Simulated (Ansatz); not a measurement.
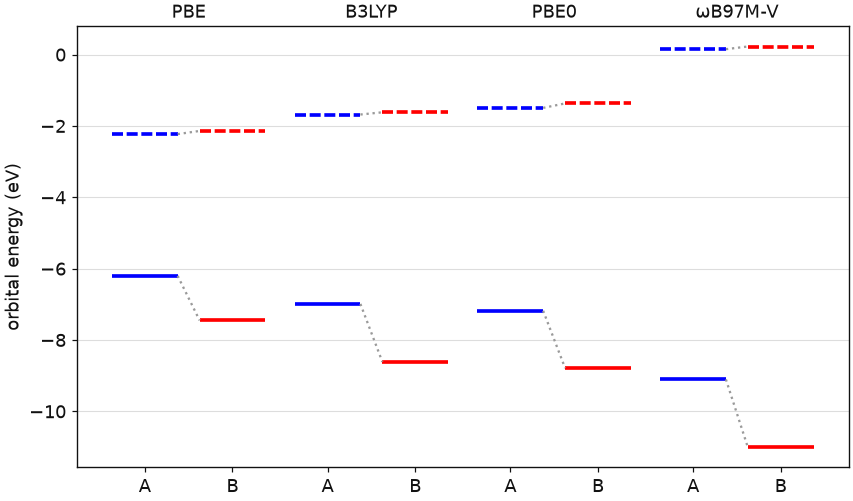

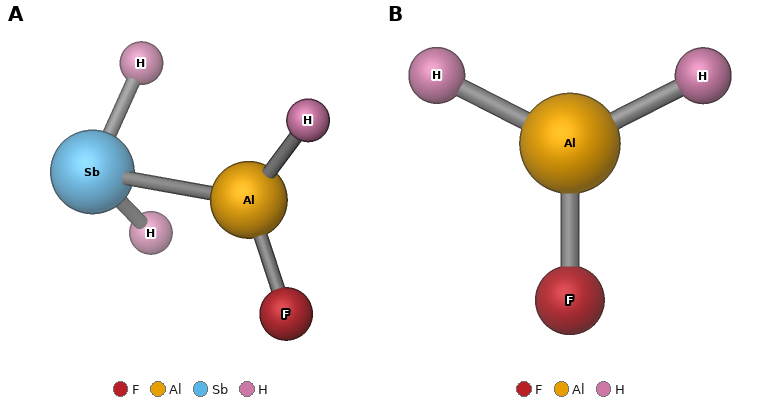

One change: A, AlSbH₃F (SMILES [F][AlH][SbH2]), becomes B, AlH₂F (SMILES [F][AlH2]). SbH₂ on Al is replaced by H. HOMO (solid) and LUMO (dashed) computed in def2-TZVPP at PBE0-D4/def2-TZVP geometries, both minima by their frequencies, gas phase, the Ansatz code. Empty levels above zero depend strongly on the basis.

Q: What does the change do to HOMO and LUMO?

A: PBE: the HOMO falls by 1.25 eV, the LUMO rises by 0.09 eV, and the separation goes from 3.97 to 5.31 eV. B3LYP: the HOMO falls by 1.62 eV, the LUMO rises by 0.06 eV, and the separation goes from 5.31 to 7.00 eV. PBE0: the HOMO falls by 1.61 eV, the LUMO rises by 0.13 eV, and the separation goes from 5.69 to 7.42 eV. ωB97M-V: the HOMO falls by 1.90 eV, the LUMO rises by 0.08 eV, and the separation goes from 9.26 to 11.24 eV.

Q: Do the functionals agree on the effect?

A: They agree on the direction for both levels; the HOMO shift lies between −1.90 and −1.25 eV and the LUMO shift between 0.06 and 0.13 eV, while the separations themselves differ by up to 5.9 eV between functionals.

Caveats: core potentials past krypton; spin-orbit coupling is left out, and with Sb it can shift these values.
